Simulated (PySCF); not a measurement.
SMILES C[SiH2]/C=C/[Si](C)(O)O (C4H12O2Si2), GFN2-xTB optimised geometry. Atoms within 1.6 Å of the plane z = 1.5 Å (x, y, z in Å): Si5 (-0.56, 0.24, 0.00), C6 (1.33, 0.24, 0.00), O7 (-0.94, -0.58, 1.37), O8 (-1.20, 1.75, 0.00), H17 (1.72, 0.61, 0.94), H19 (-1.85, -0.77, 1.58), H20 (-0.90, 2.40, 0.63).

Computed with PBE0/def2-SVP (PySCF). Cells within 0.4 Å of a nucleus heavier than hydrogen are left out (blank, or x).

Map of the electrostatic potential (hartree/e), clipped to [-0.08, 0.12] on the plane z = 1.5 Å:

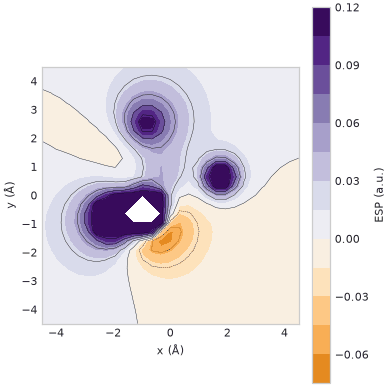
*Electrostatic potential (hartree/e), clipped to [-0.08, 0.12] on the plane z = 1.5 Å.*
